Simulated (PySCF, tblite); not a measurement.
# C₆H₁₃Cl: a rotation path, then NMR shifts on frames

Aim: move C₆H₁₃Cl (`CC[C@@H](C)[C@H](C)Cl`) away from its starting geometry and see how NMR shifts follow the geometry.

Computed with tblite 0.8.0 and PySCF 2.14.0, with density-fitted response routines of our own, on a single molecule in the gas phase. Atoms are numbered from 0 throughout.

**1. Starting geometry**

20 atoms, charge 0, multiplicity 1; geometry from: GFN2-xTB.

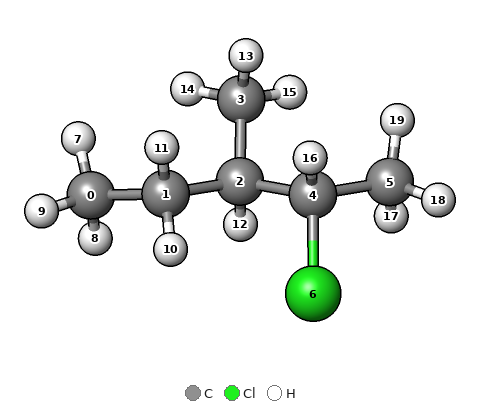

The starting geometry (carbon grey, chlorine green, hydrogen white), atoms numbered.

**2. A band between two rotamers with GFN2-xTB**

What the job is given:

```
{"job": {"kind": "neb", "xc": "GFN2-xTB", "basis": "xTB", "atoms": [1, 2, 4, 5], "turn": 120}, "charge": 0, "multiplicity": 1}
C     -2.510204    -0.615547     0.062178
C     -1.209076    -0.292438     0.787860
C      0.001709    -0.163841    -0.147547
C     -0.136892     1.065982    -1.045484
C      1.298404    -0.079559     0.666927
C      2.557071     0.083086    -0.168570
Cl     1.493946    -1.586612     1.630929
H     -2.834187     0.206937    -0.570643
H     -2.391164    -1.502199    -0.556618
H     -3.297173    -0.809438     0.787100
H     -1.011613    -1.090333     1.505482
H     -1.324470     0.638505     1.348401
H      0.053674    -1.057652    -0.778770
H     -0.101236     1.976306    -0.450497
H     -1.086875     1.036121    -1.569928
H      0.651073     1.103644    -1.792027
H      1.223919     0.726155     1.403258
H      2.605460    -0.686334    -0.935873
H      3.438435    -0.003067     0.462889
H      2.574049     1.060963    -0.642104
```

Method: GFN2-xTB climbing-image nudged elastic band, gas phase.

Run with:

```bash
> OMP_NUM_THREADS=1 python probes_run.py task.json out
```

One launch serves the whole session: the jobs run in the order shown.

Output:

```text
image   E - E0 / eV
  0      -0.0000
  1       0.0171
  2       0.0735
  3       0.1347
  4       0.1614
  5       0.1366
  6       0.0772
  7       0.0204
  8      -0.0021
```

It took 3.6 s on 1 thread of Intel Xeon Platinum 8488C, shared host; peak memory 0.19 GiB.

The final band, with the dihedral C1–C2–C4–C5:

```
image  dihedral (°)  energy (eV)  energy (kcal/mol)
    0          -179        0.000                0.0
    1          -166        0.017                0.4
    2          -152        0.073                1.7
    3          -138        0.135                3.1
    4          -124        0.161                3.7
    5          -110        0.137                3.2
    6           -96        0.077                1.8
    7           -81        0.020                0.5
    8           -69       -0.002                0.0
```

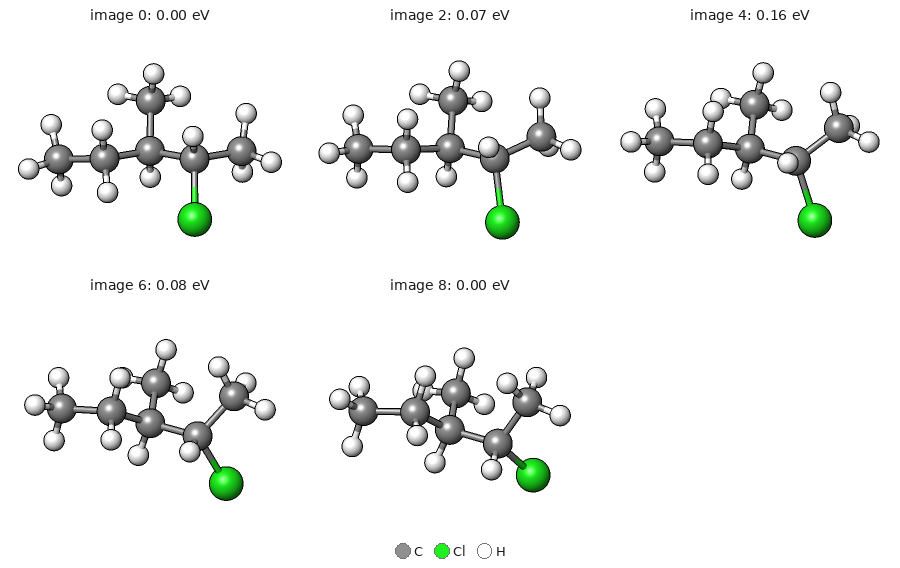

Images along the band.

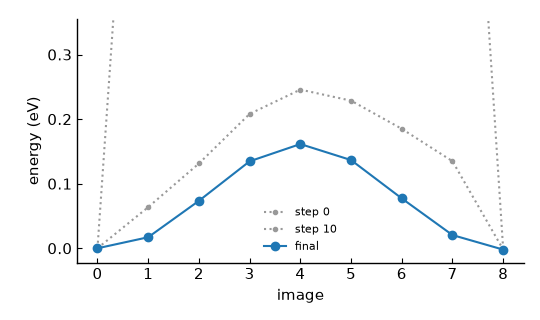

Energy along the band, early and final.

**3. Shielding tensors: image 0, PBE0/pcSseg-1**

What the job is given:

```
{"job": {"kind": "nmr", "xc": "PBE0", "basis": "pcSseg-1", "pop": false}, "charge": 0, "multiplicity": 1}
C     -2.510200    -0.615500     0.062200
C     -1.209100    -0.292400     0.787900
C      0.001700    -0.163800    -0.147500
C     -0.136900     1.066000    -1.045500
C      1.298400    -0.079600     0.666900
C      2.557100     0.083100    -0.168600
Cl     1.493900    -1.586600     1.630900
H     -2.834200     0.206900    -0.570600
H     -2.391200    -1.502200    -0.556600
H     -3.297200    -0.809400     0.787100
H     -1.011600    -1.090300     1.505500
H     -1.324500     0.638500     1.348400
H      0.053700    -1.057700    -0.778800
H     -0.101200     1.976300    -0.450500
H     -1.086900     1.036100    -1.569900
H      0.651100     1.103600    -1.792000
H      1.223900     0.726200     1.403300
H      2.605500    -0.686300    -0.935900
H      3.438400    -0.003100     0.462900
H      2.574000     1.061000    -0.642100
```

With the program's defaults for keys left out, this is: GIAO PBE0/pcSseg-1 NMR shielding, non-relativistic, gas phase.

Output:

```text
coarse grid: 16200 points
cycle   1  E = -696.0861771455  dE =  4.989e-01  |g| = 4.426e-01  |ddm| = 3.725e+00
cycle   2  E = -696.0819349747  dE =  4.242e-03  |g| = 4.818e-01  |ddm| = 8.170e-01
cycle   3  E = -696.1393120151  dE = -5.738e-02  |g| = 4.299e-02  |ddm| = 4.061e-01
cycle   4  E = -696.1396588045  dE = -3.468e-04  |g| = 2.168e-02  |ddm| = 6.228e-02
cycle   5  E = -696.1397648602  dE = -1.061e-04  |g| = 5.377e-03  |ddm| = 2.349e-02
cycle   6  E = -696.1397718791  dE = -7.019e-06  |g| = 1.740e-03  |ddm| = 8.329e-03
final grid: 148832 points
cycle   7  E = -696.1824892306  dE = -5.764e-05  |g| = 1.037e-02  |ddm| = 3.626e-02
cycle   8  E = -696.1824753006  dE =  1.393e-05  |g| = 1.262e-02  |ddm| = 2.074e-02
cycle   9  E = -696.1825165462  dE = -4.125e-05  |g| = 1.266e-03  |ddm| = 1.271e-02
cycle  10  E = -696.1825168822  dE = -3.360e-07  |g| = 3.031e-04  |ddm| = 1.631e-03
cycle  11  E = -696.1825169033  dE = -2.109e-08  |g| = 6.935e-05  |ddm| = 2.833e-04
cycle  12  E = -696.1825169044  dE = -1.070e-09  |g| = 1.888e-05  |ddm| = 8.896e-05
cycle  13  E = -696.1825169045  dE = -8.345e-11  |g| = 3.813e-06  |ddm| = 2.054e-05
converged SCF energy = -696.1825169045

GIAO shielding tensors (ppm)
atom      isotropic    diamagn.    paramagn.     s11        s22        s33       span
  0 C      172.496     245.911     -73.415    158.959    170.601    187.928     28.969
  1 C      155.629     247.766     -92.138    142.086    152.609    172.191     30.105
  2 C      137.969     248.115    -110.146    123.103    135.200    155.603     32.499
  3 C      170.031     248.959     -78.928    156.909    166.667    186.516     29.607
  4 C      117.434     246.500    -129.065     82.232    120.843    149.228     66.996
  5 C      160.484     246.773     -86.289    144.503    153.951    182.999     38.496
  6 Cl     773.637    1148.288    -374.650    607.417    664.979   1048.516    441.098
  7 H       30.584      30.016       0.568     25.449     29.970     36.334     10.886
  8 H       31.066      29.781       1.285     26.535     29.202     37.460     10.925
  9 H       30.471      27.694       2.778     25.510     27.645     38.259     12.749
 10 H       29.144      31.671      -2.526     21.857     31.404     34.173     12.316
 11 H       31.050      32.325      -1.275     26.729     30.663     35.756      9.027
 12 H       30.671      33.812      -3.141     28.396     30.287     33.331      4.936
 13 H       31.525      31.872      -0.347     28.053     28.713     37.808      9.756
 14 H       30.364      31.811      -1.448     24.573     30.081     36.437     11.864
 15 H       30.589      31.835      -1.246     25.137     29.880     36.751     11.615
 16 H       28.307      31.889      -3.582     25.714     27.360     31.847      6.133
 17 H       30.404      30.004       0.400     27.344     28.229     35.638      8.294
 18 H       30.015      28.819       1.195     25.027     28.346     36.671     11.644
 19 H       30.151      30.072       0.079     24.337     29.381     36.734     12.397
```

Wall time 36 s (1 thread of Intel Xeon Platinum 8488C, shared host); peak memory 0.86 GiB.

The references, computed at this level on geometries of the same kind, shield at (ppm): ¹H TMS 31.72, ¹³C TMS 186.9, ³⁵Cl HCl 950. Their shielding less the atom's gives the shift. The references are single molecules in the gas phase. Each atom is listed at this fixed geometry, with no averaging over motion; a spectrum would average atoms that exchange fast.

```
atoms                         environment  σ (ppm)  δ (ppm)
   C4                 sp3 CH bonded to Cl    117.4     69.5
   C2                              sp3 CH    138.0     49.0
   C1                             sp3 CH2    155.6     31.3
   C5                       methyl carbon    160.5     26.4
   C3                       methyl carbon    170.0     16.9
   C0                       methyl carbon    172.5     14.4
  H16  hydrogen on an sp3 CH bonded to Cl    28.31     3.41
  H10              hydrogen on an sp3 CH2    29.14     2.57
  H18         hydrogen on a methyl carbon    30.01     1.70
  H19         hydrogen on a methyl carbon    30.15     1.57
  H14         hydrogen on a methyl carbon    30.36     1.35
  H17         hydrogen on a methyl carbon    30.40     1.31
   H9         hydrogen on a methyl carbon    30.47     1.25
   H7         hydrogen on a methyl carbon    30.58     1.13
  H15         hydrogen on a methyl carbon    30.59     1.13
  H12               hydrogen on an sp3 CH    30.67     1.05
  H11              hydrogen on an sp3 CH2    31.05     0.67
   H8         hydrogen on a methyl carbon    31.07     0.65
  H13         hydrogen on a methyl carbon    31.52     0.19
  Cl6                chlorine bonded to C      774      176
```

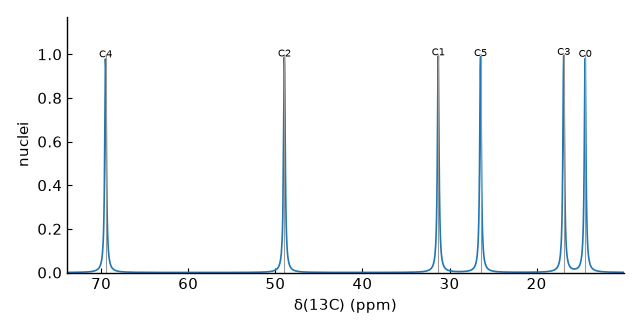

¹³C lines at the computed shifts, without couplings. Lines are broadened to a width of 0.22 ppm (Lorentzian).

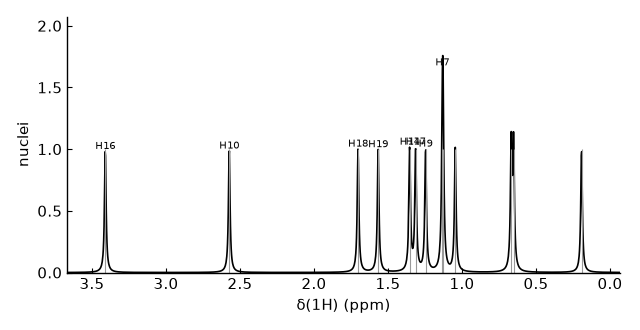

¹H lines at the computed shifts, without couplings. Lines are broadened to a width of 0.01 ppm (Lorentzian).

The fields below are evaluated on a grid from the run's orbitals.

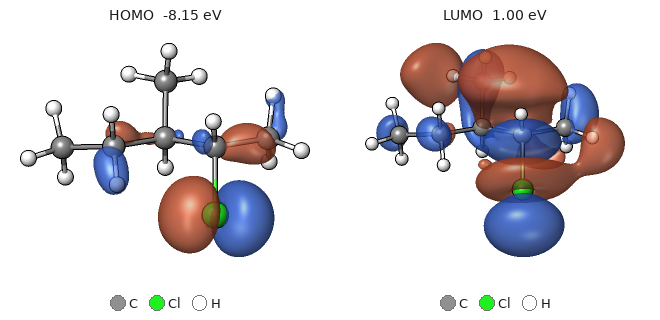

Frontier orbitals at PBE0/pcSseg-1; each surface holds 70 % of the orbital's density, blue and red mark the sign.

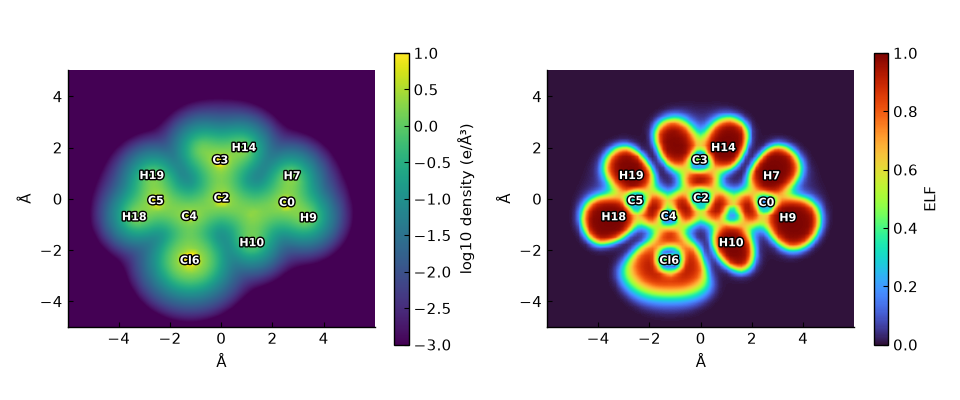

Density (left) and ELF (right) in a plane through or near 12 of the atoms.

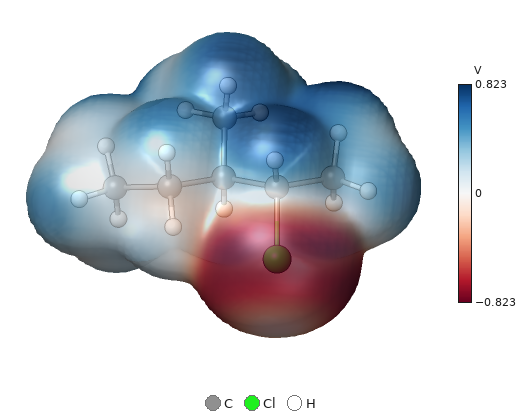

Electrostatic potential on the surface of density 0.002 e/bohr³; red is low, blue high. It runs, from the 1st to the 99th percentile, from -0.82 V near Cl6 to 0.80 V near H16.

**4. Nuclear shieldings: image 2, PBE0/pcSseg-1**

What the job is given:

```
{"job": {"kind": "nmr", "xc": "PBE0", "basis": "pcSseg-1", "pop": false}, "charge": 0, "multiplicity": 1}
C     -2.545100    -0.484200     0.145000
C     -1.195000    -0.220800     0.801300
C     -0.008900    -0.277800    -0.172400
C     -0.080000     0.851300    -1.199300
C      1.299000    -0.258500     0.642800
C      2.517400     0.335400    -0.041300
Cl     1.690600    -1.953200     1.109400
H     -2.804200     0.298800    -0.562800
H     -2.538500    -1.437200    -0.379300
H     -3.324200    -0.517000     0.902800
H     -1.035700    -0.968300     1.581800
H     -1.209900     0.762300     1.279800
H     -0.058300    -1.226100    -0.717800
H      0.035500     1.822200    -0.724300
H     -1.042800     0.826500    -1.701600
H      0.690100     0.735500    -1.956300
H      1.137200     0.261000     1.591800
H      2.699100    -0.133800    -1.004000
H      3.395500     0.190900     0.584800
H      2.373100     1.403600    -0.183400
```

Level: GIAO PBE0/pcSseg-1 NMR shielding, non-relativistic, gas phase.

Output:

```text
coarse grid: 16200 points
cycle   1  E = -696.0817125674  dE =  4.905e-01  |g| = 4.454e-01  |ddm| = 3.734e+00
cycle   2  E = -696.0766281151  dE =  5.084e-03  |g| = 4.883e-01  |ddm| = 8.204e-01
cycle   3  E = -696.1354406611  dE = -5.881e-02  |g| = 4.329e-02  |ddm| = 4.103e-01
cycle   4  E = -696.1357865249  dE = -3.459e-04  |g| = 2.225e-02  |ddm| = 6.296e-02
cycle   5  E = -696.1358987913  dE = -1.123e-04  |g| = 5.616e-03  |ddm| = 2.480e-02
cycle   6  E = -696.1359064849  dE = -7.694e-06  |g| = 1.712e-03  |ddm| = 8.461e-03
final grid: 148832 points
cycle   7  E = -696.1795599547  dE = -7.406e-05  |g| = 1.097e-02  |ddm| = 4.145e-02
cycle   8  E = -696.1795451646  dE =  1.479e-05  |g| = 1.324e-02  |ddm| = 2.179e-02
cycle   9  E = -696.1795905884  dE = -4.542e-05  |g| = 1.298e-03  |ddm| = 1.316e-02
cycle  10  E = -696.1795909400  dE = -3.516e-07  |g| = 3.519e-04  |ddm| = 1.717e-03
cycle  11  E = -696.1795909686  dE = -2.854e-08  |g| = 7.679e-05  |ddm| = 3.282e-04
cycle  12  E = -696.1795909699  dE = -1.302e-09  |g| = 2.163e-05  |ddm| = 9.921e-05
cycle  13  E = -696.1795909700  dE = -1.157e-10  |g| = 3.956e-06  |ddm| = 2.365e-05
converged SCF energy = -696.1795909700

GIAO shielding tensors (ppm)
atom      isotropic    diamagn.    paramagn.     s11        s22        s33       span
  0 C      172.155     245.759     -73.604    158.810    169.825    187.831     29.022
  1 C      153.386     248.696     -95.310    134.491    155.587    170.079     35.588
  2 C      137.757     247.907    -110.151    113.789    139.907    159.574     45.785
  3 C      170.883     248.834     -77.951    162.005    166.505    184.140     22.134
  4 C      118.741     246.481    -127.739     90.153    121.912    144.159     54.006
  5 C      161.606     246.724     -85.119    143.706    160.300    180.811     37.104
  6 Cl     749.039    1148.048    -399.009    500.211    680.632   1066.274    566.063
  7 H       30.568      30.092       0.476     25.373     30.128     36.203     10.830
  8 H       30.999      29.625       1.375     26.497     29.122     37.380     10.882
  9 H       30.479      27.685       2.793     25.619     27.611     38.207     12.588
 10 H       29.604      31.868      -2.263     23.599     31.715     33.499      9.900
 11 H       30.881      32.648      -1.767     26.492     30.764     35.386      8.894
 12 H       30.250      33.671      -3.421     26.759     30.862     33.129      6.370
 13 H       31.514      32.162      -0.648     27.686     29.166     37.689     10.003
 14 H       30.457      31.741      -1.284     24.554     30.260     36.558     12.004
 15 H       30.536      31.734      -1.198     25.541     29.646     36.422     10.881
 16 H       28.278      31.920      -3.641     26.361     27.099     31.374      5.013
 17 H       30.251      30.136       0.115     26.952     28.478     35.324      8.372
 18 H       30.155      28.678       1.477     25.251     28.539     36.675     11.424
 19 H       30.386      30.167       0.219     24.984     29.290     36.885     11.901
```

It took 29 s on 1 thread of Intel Xeon Platinum 8488C, shared host; peak memory 0.87 GiB.

In short: δ C4 68.2, C2 49.2, C1 33.5, C5 25.3, H16 3.44, H10 2.11 ppm.

[end of part 1 of 2]
